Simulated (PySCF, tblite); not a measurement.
**C₅H₁₂N₂O₂Si: geometry, infrared bands and NMR shifts**

Aim: predict the infrared bands and NMR shifts of C₅H₁₂N₂O₂Si (`CC(=O)O[C@@H]1CC[Si]1(N)N`).

Computed with tblite 0.8.0 and PySCF 2.14.0, with density-fitted response routines of our own, on a single molecule in the gas phase. Atoms are numbered from 0 throughout.

**1. The molecule as given**

22 atoms, charge 0, multiplicity 1; geometry from: force field or distance geometry start.

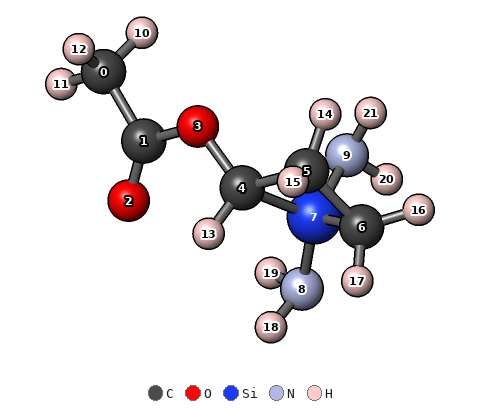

The starting geometry (carbon dark grey, oxygen red, silicon blue, nitrogen light blue, hydrogen pink), atoms numbered.

**2. Relaxing the molecule with GFN2-xTB**

Job settings and geometry (Å):

```
{"job": {"kind": "relax", "xc": "GFN2-xTB", "basis": "xTB"}, "charge": 0, "multiplicity": 1}
C      3.279700    -0.895400    -0.673400
C      2.154800     0.071000    -0.386700
O      2.056200     1.173100    -0.874600
O      1.301000    -0.471000     0.525300
C      0.153100     0.334900     0.869200
C     -0.863700    -0.309500     1.877700
C     -2.152700     0.294700     1.229500
Si    -1.256500     0.338500    -0.380100
N     -1.473600     1.611700    -1.422500
N     -1.434500    -0.973700    -1.405300
H      2.858600    -1.820700    -1.084700
H      3.939200    -0.454000    -1.412300
H      3.834700    -1.091700     0.248800
H      0.451000     1.347000     1.169700
H     -0.840300    -1.401200     1.893100
H     -0.705800     0.008200     2.932200
H     -3.034000    -0.346800     1.310500
H     -2.413900     1.275500     1.624100
H     -1.178800     2.486800    -0.980500
H     -0.832000     1.494000    -2.200600
H     -2.264100    -0.825800    -1.975800
H     -1.588800    -1.826400    -0.884500
```

The run is started by

```console
$ OMP_NUM_THREADS=1 python probes_run.py task.json out
```

The driver reads the jobs from task.json and runs them one after another.

What it wrote:

```text
step      E/eV     max force
  0    -885.01270    2.986
  1    -885.20646    1.131
  2    -885.29312    0.773
  3    -885.38888    0.798
  4    -885.44589    0.660
  5    -885.49722    0.729
  6    -885.53649    0.394
  7    -885.56752    0.446
  8    -885.58706    0.404
  9    -885.59909    0.268
 10    -885.60505    0.159
 11    -885.60883    0.170
 12    -885.61285    0.184
 13    -885.61722    0.181
 14    -885.62137    0.125
 15    -885.62468    0.108
 16    -885.62727    0.116
 17    -885.62974    0.134
 18    -885.63247    0.107
 19    -885.63553    0.125
 20    -885.63906    0.152
 21    -885.64314    0.177
 22    -885.64770    0.171
 23    -885.65255    0.162
 24    -885.65747    0.172
 25    -885.66215    0.205
 26    -885.66634    0.160
 27    -885.66996    0.147
 28    -885.67327    0.137
 29    -885.67657    0.130
 30    -885.67960    0.144
 31    -885.68200    0.126
 32    -885.68392    0.126
 33    -885.68571    0.121
 34    -885.68757    0.114
 35    -885.68956    0.111
 36    -885.69174    0.113
 37    -885.69436    0.129
 38    -885.69754    0.164
 39    -885.70140    0.133
 40    -885.70497    0.152
 41    -885.70837    0.132
 42    -885.71113    0.166
 43    -885.71366    0.139
 44    -885.71522    0.090
 45    -885.71630    0.054
 46    -885.71695    0.051
 47    -885.71780    0.053
 48    -885.71849    0.064
 49    -885.71930    0.059
 50    -885.72010    0.057
 51    -885.72096    0.065
 52    -885.72183    0.059
 53    -885.72278    0.067
 54    -885.72388    0.080
 55    -885.72527    0.107
 56    -885.72685    0.107
 57    -885.72851    0.127
 58    -885.72997    0.080
 59    -885.73121    0.084
 60    -885.73211    0.101
 61    -885.73346    0.097
 62    -885.73464    0.085
 63    -885.73548    0.073
 64    -885.73597    0.060
 65    -885.73638    0.054
 66    -885.73689    0.076
 67    -885.73748    0.066
 68    -885.73790    0.059
 69    -885.73813    0.040
 70    -885.73835    0.040
 71    -885.73859    0.037
 72    -885.73883    0.045
 73    -885.73906    0.043
 74    -885.73930    0.031
 75    -885.73957    0.036
 76    -885.73986    0.049
 77    -885.74017    0.067
 78    -885.74049    0.062
 79    -885.74078    0.044
 80    -885.74100    0.029
 81    -885.74116    0.034
 82    -885.74133    0.048
 83    -885.74156    0.052
 84    -885.74182    0.044
 85    -885.74200    0.023
 86    -885.74209    0.022
 87    -885.74216    0.029
 88    -885.74226    0.033
 89    -885.74239    0.033
 90    -885.74249    0.018
 91    -885.74255    0.017
 92    -885.74259    0.019
 93    -885.74265    0.022
 94    -885.74272    0.017
 95    -885.74279    0.015
 96    -885.74284    0.020
 97    -885.74289    0.027
 98    -885.74298    0.031
 99    -885.74312    0.031
100    -885.74326    0.030
101    -885.74335    0.018
102    -885.74340    0.017
103    -885.74345    0.018
104    -885.74353    0.019
105    -885.74362    0.024
106    -885.74369    0.019
107    -885.74374    0.012
108    -885.74378    0.012
109    -885.74381    0.011
110    -885.74384    0.011
111    -885.74387    0.011
112    -885.74390    0.013
113    -885.74392    0.015
114    -885.74395    0.014
115    -885.74398    0.013
116    -885.74400    0.010
117    -885.74402    0.013
118    -885.74404    0.014
119    -885.74407    0.011
120    -885.74410    0.015
121    -885.74413    0.016
122    -885.74416    0.016
123    -885.74419    0.011
124    -885.74421    0.015
125    -885.74422    0.007
```

Wall time 1 s (1 thread of Arm Neoverse V2, shared host).

Relaxation path: (not every step is listed)

```
step  energy from step 0 (eV)  largest force (eV/Å)
   0                   0.0000                2.9864
   1                  -0.1938                1.1309
   2                  -0.2804                0.7726
   3                  -0.3762                0.7976
   4                  -0.4332                0.6603
   5                  -0.4845                0.7286
   6                  -0.5238                0.3935
   7                  -0.5548                0.4456
   8                  -0.5744                0.4041
  19                  -0.6228                0.1251
  30                  -0.6669                0.1441
  41                  -0.6957                0.1325
  52                  -0.7091                0.0590
  63                  -0.7228                0.0728
  74                  -0.7266                0.0312
  85                  -0.7293                0.0234
  96                  -0.7301                0.0202
 107                  -0.7310                0.0120
 118                  -0.7313                0.0141
 120                  -0.7314                0.0146
 121                  -0.7314                0.0161
 122                  -0.7315                0.0158
 123                  -0.7315                0.0110
 124                  -0.7315                0.0151
 125                  -0.7315                0.0072
```

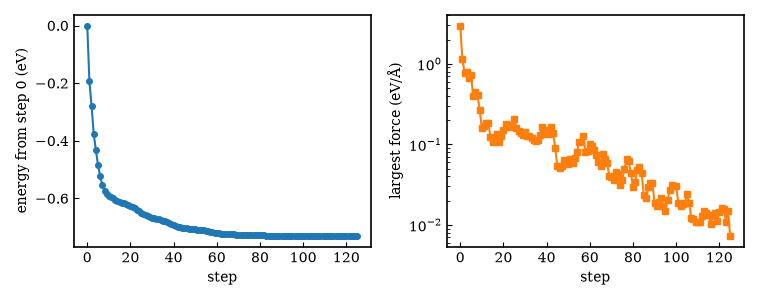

Energy and largest force along the relaxation.

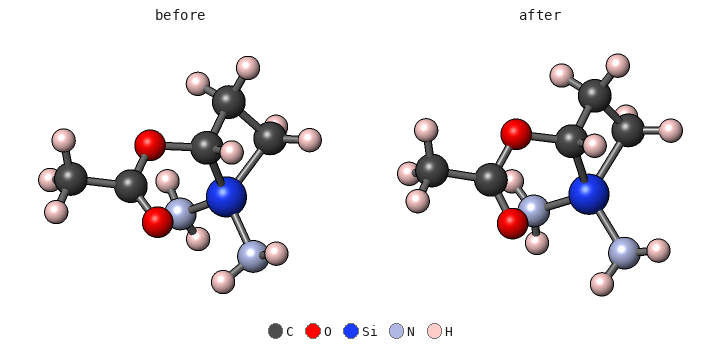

Before and after, at one scale.

Distances of close pairs at the start and the end, largest changes first:

```
  bond  before (Å)  after (Å)  change (Å)
C6–Si7       1.843      1.924      +0.082
Si7–N8       1.660      1.720      +0.060
Si7–N9       1.675      1.721      +0.047
C4–Si7       1.884      1.927      +0.044
 C4–C5       1.570      1.531      -0.040
 C1–O3       1.362      1.323      -0.038
C5–H15       1.113      1.089      -0.024
 C5–C6       1.564      1.541      -0.023
```

The next job starts from the end point, and lists it.

**3. Vibrational analysis with GFN2-xTB**

Job settings and geometry (Å):

```
{"job": {"kind": "ir", "xc": "GFN2-xTB", "basis": "xTB"}, "charge": 0, "multiplicity": 1}
C      3.108060    -1.076038    -0.656672
C      1.927876    -0.161160    -0.447400
O      1.538730     0.650077    -1.254793
O      1.354228    -0.355729     0.729152
C      0.197083     0.451631     0.957545
C     -0.782958    -0.128267     1.980632
C     -2.105269     0.203170     1.261712
Si    -1.170792     0.464540    -0.400126
N     -1.600751     1.811585    -1.379779
N     -1.062499    -0.895054    -1.450366
H      2.751931    -1.990689    -1.126956
H      3.827191    -0.602657    -1.318279
H      3.564961    -1.325268     0.296171
H      0.543909     1.448080     1.248893
H     -0.633899    -1.204780     2.050246
H     -0.689899     0.298228     2.978358
H     -2.844397    -0.591153     1.324518
H     -2.561838     1.101358     1.670188
H     -1.710669     2.700215    -0.918615
H     -1.029949     1.931635    -2.201742
H     -1.622045    -0.890502    -2.285678
H     -1.009415    -1.819836    -1.057857
```

What it wrote:

```text
mode    cm-1     km/mol
  1      38.4      0.38
  2      51.7      9.78
  3      69.4      0.63
  4      79.4      0.62
  5     114.8      6.29
  6     142.1      5.89
  7     164.1      7.41
  8     175.9     20.88
  9     188.7      3.48
 10     199.8      6.83
 11     217.9     11.38
 12     313.7      8.61
 13     342.4      5.19
 14     429.1     83.94
 15     437.6    115.09
 16     496.8      6.91
 17     580.4      9.92
 18     607.8    132.48
 19     634.9     84.68
 20     650.7    164.13
 21     679.3     27.59
 22     743.1     38.47
 23     785.7     38.50
 24     818.9     32.70
 25     875.9     25.50
 26     928.3    198.21
 27     954.8     98.70
 28     956.2    125.39
 29     967.8      4.85
 30    1003.6     30.15
 31    1008.2     28.60
 32    1028.0      3.96
 33    1089.0     14.81
 34    1099.8      7.61
 35    1163.7     17.33
 36    1197.1     14.95
 37    1219.7      2.34
 38    1229.9    362.83
 39    1264.5      1.77
 40    1310.3      8.83
 41    1365.0     40.54
 42    1445.3     10.33
 43    1452.2      7.47
 44    1479.3      1.61
 45    1495.0      8.25
 46    1499.0     75.41
 47    1508.0     31.51
 48    1738.9    393.14
 49    2911.1     53.82
 50    2989.5     40.39
 51    3005.4     30.93
 52    3015.7     87.45
 53    3022.7     49.26
 54    3024.3      5.99
 55    3053.5      4.03
 56    3065.0     11.39
 57    3470.1      5.88
 58    3486.2      3.89
 59    3506.0      0.02
 60    3528.3      0.04
```

It took 0.94 s on 1 thread of Arm Neoverse V2, shared host.

Which atoms move in the most intense modes:

```
cm⁻¹  km/mol                                 atoms
 438   115.1           H20 24 %, H21 23 %, N9 11 %
 608   132.5  H19 22 %, H18 21 %, N8 15 %, C4 13 %
 651   164.1   C6 16 %, Si7 15 %, C0 12 %, O3 12 %
 928   198.2           Si7 35 %, N8 18 %, H19 11 %
 955    98.7   O3 29 %, Si7 13 %, O2 10 %, C0 10 %
 956   125.4            Si7 31 %, N8 15 %, N9 10 %
1230   362.8                      C1 57 %, O3 20 %
1739   393.1                      C1 64 %, O2 34 %
```

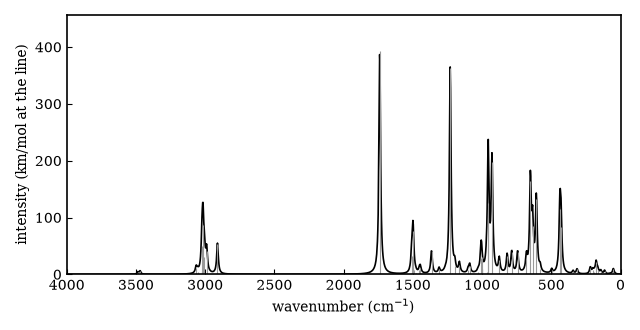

The infrared spectrum from these modes, unscaled. Lines are broadened to a width of 14 cm⁻¹ (Lorentzian).

**4. Shielding tensors: PBE0/pcSseg-1**

Settings changed since step 3:

```diff
@@ -1,2 +1,2 @@
-{"job": {"kind": "ir", "xc": "GFN2-xTB", "basis": "xTB"}, "charge": 0, "multiplicity": 1}
+{"job": {"kind": "nmr", "xc": "PBE0", "basis": "pcSseg-1"}, "charge": 0, "multiplicity": 1}
 C      3.108060    -1.076038    -0.656672
```

With the program's defaults for keys left out, this is: GIAO PBE0/pcSseg-1 NMR shielding, non-relativistic, gas phase.

What it wrote:

```text
coarse grid: 18792 points
cycle   1  E = -746.2753566166  dE =  1.536e+00  |g| = 1.035e+00  |ddm| = 4.275e+00
cycle   2  E = -745.9467529733  dE =  3.286e-01  |g| = 1.688e+00  |ddm| = 1.879e+00
cycle   3  E = -746.4661823529  dE = -5.194e-01  |g| = 3.330e-01  |ddm| = 1.329e+00
cycle   4  E = -746.4869120027  dE = -2.073e-02  |g| = 8.110e-02  |ddm| = 2.708e-01
cycle   5  E = -746.4878603636  dE = -9.484e-04  |g| = 3.117e-02  |ddm| = 6.087e-02
cycle   6  E = -746.4880530751  dE = -1.927e-04  |g| = 6.063e-03  |ddm| = 2.289e-02
cycle   7  E = -746.4880599474  dE = -6.872e-06  |g| = 1.835e-03  |ddm| = 5.729e-03
final grid: 176832 points
cycle   8  E = -746.5628411687  dE = -3.127e-05  |g| = 1.642e-02  |ddm| = 3.334e-02
cycle   9  E = -746.5627819526  dE =  5.922e-05  |g| = 2.440e-02  |ddm| = 2.610e-02
cycle  10  E = -746.5628916685  dE = -1.097e-04  |g| = 2.578e-03  |ddm| = 1.573e-02
cycle  11  E = -746.5628928592  dE = -1.191e-06  |g| = 5.131e-04  |ddm| = 1.854e-03
cycle  12  E = -746.5628928956  dE = -3.646e-08  |g| = 2.469e-04  |ddm| = 4.831e-04
cycle  13  E = -746.5628929071  dE = -1.147e-08  |g| = 4.069e-05  |ddm| = 1.962e-04
cycle  14  E = -746.5628929074  dE = -2.992e-10  |g| = 1.141e-05  |ddm| = 3.898e-05
converged SCF energy = -746.5628929074

GIAO shielding tensors (ppm)
atom      isotropic    diamagn.    paramagn.     s11        s22        s33       span
  0 C      163.575     248.903     -85.328    141.764    155.270    193.691     51.926
  1 C       10.320     253.732    -243.412    -86.596     42.386     75.169    161.766
  2 O     -108.612     407.128    -515.740   -392.150   -224.952    291.264    683.414
  3 O      102.930     404.161    -301.231    -75.172    160.926    223.035    298.208
  4 C      104.132     257.821    -153.688     67.169    102.943    142.285     75.116
  5 C      164.556     253.920     -89.364    152.882    162.840    177.946     25.063
  6 C      165.183     259.268     -94.086    129.883    178.560    187.106     57.222
  7 Si     354.178     880.430    -526.253    312.675    345.558    404.301     91.626
  8 N      241.754     320.050     -78.296    215.254    244.575    265.432     50.177
  9 N      254.158     319.770     -65.611    219.697    264.829    277.949     58.252
 10 H       29.440      29.135       0.305     26.152     28.338     33.831      7.679
 11 H       29.794      27.142       2.652     25.621     28.149     35.612      9.991
 12 H       29.782      28.766       1.015     25.223     29.391     34.730      9.507
 13 H       27.543      35.385      -7.842     24.317     28.463     29.849      5.532
 14 H       30.227      33.986      -3.759     26.961     28.633     35.088      8.127
 15 H       29.398      31.896      -2.498     25.023     27.100     36.071     11.048
 16 H       30.376      31.701      -1.326     25.983     27.676     37.468     11.485
 17 H       30.414      32.388      -1.974     26.708     28.392     36.142      9.434
 18 H       31.062      31.557      -0.496     24.176     27.068     41.941     17.766
 19 H       30.615      32.281      -1.665     23.413     27.092     41.340     17.926
 20 H       31.430      31.169       0.261     23.886     27.396     43.008     19.121
 21 H       31.730      34.042      -2.312     24.617     28.219     42.353     17.736
```

It took 63 s on 1 thread of Arm Neoverse V2, shared host; peak memory 1.1 GiB.

Shifts follow as δ = σ(reference) − σ, with reference shieldings (ppm) from runs at the same level and on the same kind of geometry: 1H TMS 31.72, 13C TMS 186.9, 29Si TMS 349.2, 15N NH3 267.7, 17O H2O 336.1. The references are single molecules in the gas phase, so shifts against H2O, NH3, PH3, H3PO4 or CFCl3 are not on the usual liquid scales and can be off by tens of ppm. Atoms listed in one row are averaged.

```
        atoms                                       environment  σ (ppm)  δ (ppm)  δ scaled to CDCl3
           C1                             ester carbonyl carbon     10.3    176.6              170.5
           C4                         sp3 CH bonded to O and Si    104.1     82.8               78.9
           C0                     methyl carbon α to a carbonyl    163.6     23.3               20.9
           C5                                 sp3 CH2 in a ring    164.6     22.4               19.9
           C6                              sp3 CH2 bonded to Si    165.2     21.7               19.3
          H13          hydrogen on an sp3 CH bonded to O and Si    27.54     4.17               4.04
          H15                  hydrogen on an sp3 CH2 in a ring    29.40     2.32               2.29
H10, H11, H12       hydrogen on a methyl carbon α to a carbonyl    29.67     2.05               2.03
          H14                  hydrogen on an sp3 CH2 in a ring    30.23     1.49               1.51
          H16               hydrogen on an sp3 CH2 bonded to Si    30.38     1.34               1.37
          H17               hydrogen on an sp3 CH2 bonded to Si    30.41     1.30               1.33
     H18, H19               hydrogen on a nitrogen bonded to Si    30.84     0.88                  –
     H20, H21               hydrogen on a nitrogen bonded to Si    31.58     0.14                  –
           O2                             ester carbonyl oxygen   -108.6    444.7                  –
           O3                               ester alkoxy oxygen    102.9    233.1                  –
          Si7  silicon bonded to 2 C, 2 N, in a 4-membered ring    354.2     -5.0                  –
           N8                        nitrogen bonded to Si, 2 H    241.8     26.0                  –
           N9                        nitrogen bonded to Si, 2 H    254.2     13.6                  –
```

The scaled column applies a straight-line fit of computed shieldings to shifts measured in CDCl3 (root-mean-square error 0.16 ppm for H, 1.9 ppm for C).

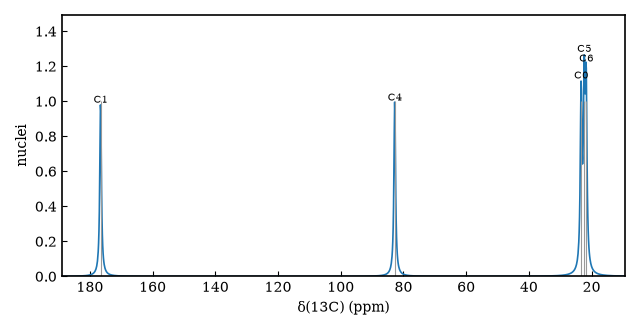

13C lines at the computed shifts, without couplings. Lines are broadened to a width of 0.62 ppm (Lorentzian).

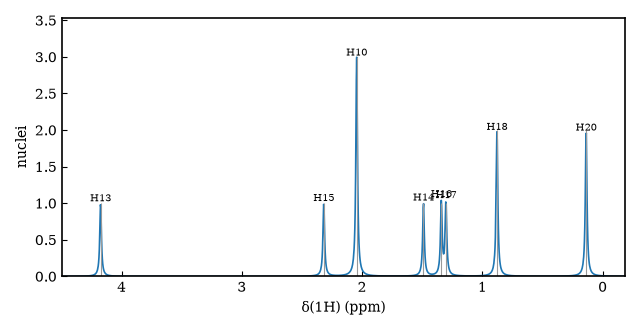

1H lines at the computed shifts, without couplings. Lines are broadened to a width of 0.02 ppm (Lorentzian).

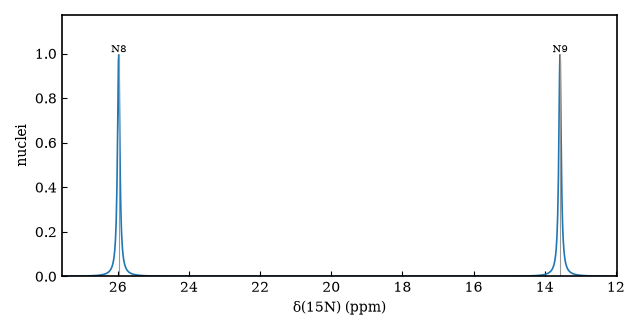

15N lines at the computed shifts, without couplings. Lines are broadened to a width of 0.08 ppm (Lorentzian).

Charges from the same density, by scheme (e):

```
atoms  Mulliken    IAO  Hirshfeld  ESP fit
   C0     -0.23  -0.47      -0.12    -0.59
   C1      0.38   0.53       0.21     0.91
   O2     -0.44  -0.48      -0.26    -0.64
   O3     -0.44  -0.33      -0.10    -0.51
   C4     -0.26  -0.24      -0.06     0.17
   C5     -0.17  -0.26      -0.08    -0.09
   C6     -0.56  -0.59      -0.18    -0.48
  Si7      1.16   1.26       0.43     0.88
   N8     -0.61  -0.83      -0.32    -1.07
   N9     -0.64  -0.85      -0.32    -0.98
```

Hirshfeld charges:

C0 -0.12; C1 0.21; O2 -0.26; O3 -0.10; C4 -0.06; C5 -0.08; C6 -0.18; Si7 0.43; N8 -0.32; N9 -0.32; H10 0.06; H11 0.05; H12 0.05; H13 0.03; H14 0.04; H15 0.04; H16 0.03; H17 0.03; H18 0.12; H19 0.12; H20 0.12; H21 0.12

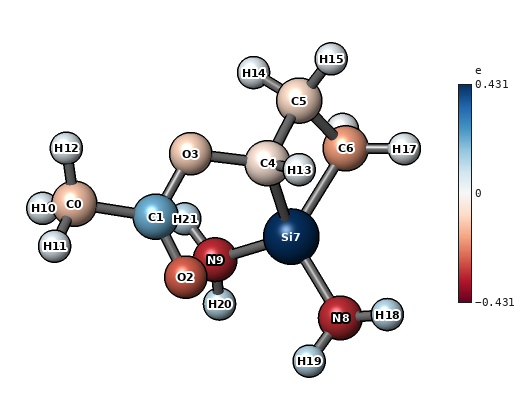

Hirshfeld charges, as colours on the atoms.

Mayer bond orders: C0–C1 1.00, C1–O2 1.88, C1–O3 1.13, O3–C4 0.80, C4–C5 1.00, C5–C6 1.01, C6–Si7 0.85, Si7–N8 1.08, Si7–N9 1.02, Si7–C4 0.77.

Ring of atoms C4, C5, C6, Si7: NICS(0) -2.3, NICS(1) -2.5, NICS(1)zz 1.1 ppm (means of both faces).

Orbitals, density, ELF and potential are computed afterwards from the orbital file.

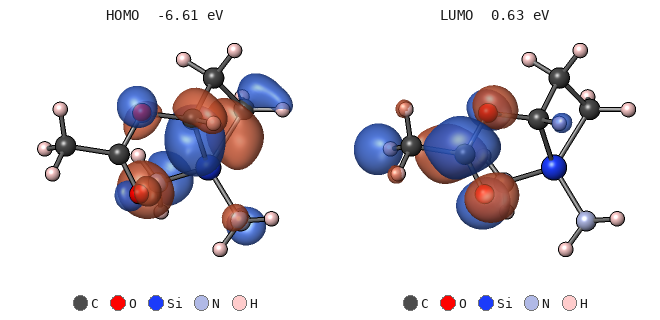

Frontier orbitals at PBE0/pcSseg-1; each surface holds 70 % of the orbital's density, blue and red mark the sign.

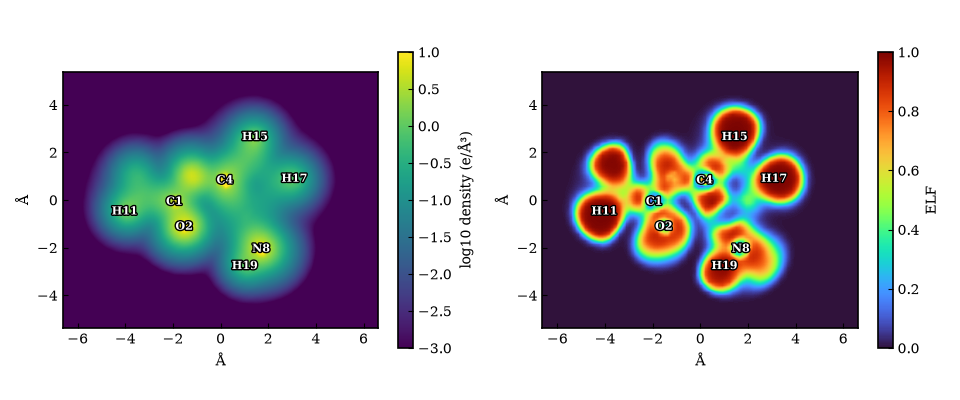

Density (left) and ELF (right) in a plane through or near 8 of the atoms.

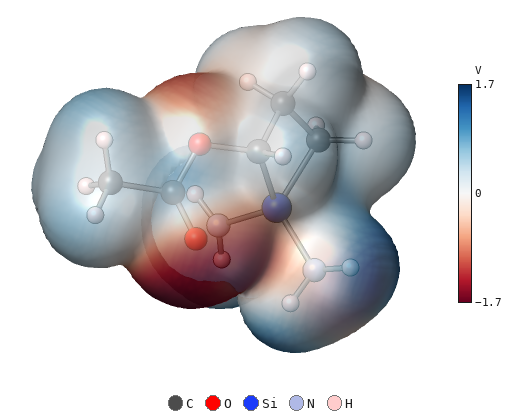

Electrostatic potential on the surface of density 0.002 e/bohr³; red is low, blue high. It runs from -1.70 V near O2 to 1.43 V near H18.

**5. Outcome**

```
                                                              quantity                                               value
                             strongest single infrared mode (GFN2-xTB)                               1739 cm⁻¹, 393 km/mol
                                          zero-point energy (GFN2-xTB)                                      109.1 kcal/mol
                                13C shifts against TMS (PBE0/pcSseg-1)                   176.6, 82.8, 23.3, 22.4, 21.7 ppm
1H shifts against TMS (PBE0/pcSseg-1, means over atoms taken as alike)  4.17, 2.32, 2.05, 1.49, 1.34, 1.30, 0.88, 0.14 ppm
                                17O shifts against H2O (PBE0/pcSseg-1)                                    444.7, 233.1 ppm
                               29Si shifts against TMS (PBE0/pcSseg-1)                                            -5.0 ppm
                                15N shifts against NH3 (PBE0/pcSseg-1)                                      26.0, 13.6 ppm
                                 surface potential, least and greatest                                  -1.70 V and 1.43 V
```

Relaxing lowered the energy by 0.732 eV in 125 steps; the close pair that moved most is C6–Si7, from 1.843 to 1.924 Å. No mode is imaginary among the 60: a minimum at this level. The strongest single mode, at 1739 cm⁻¹, moves mainly C1 and O2. Unscaled tight-binding wavenumbers are off by several per cent, some by more. Its intensities can rank the bands wrongly. The most deshielded hydrogen is H13 (hydrogen on an sp3 CH bonded to O and Si), at 4.17 ppm: its carbon carries O, which withdraws density. At PBE0/pcSseg-1: The widest tensor belongs to O2: span 683 ppm, with a paramagnetic part of -516 ppm.
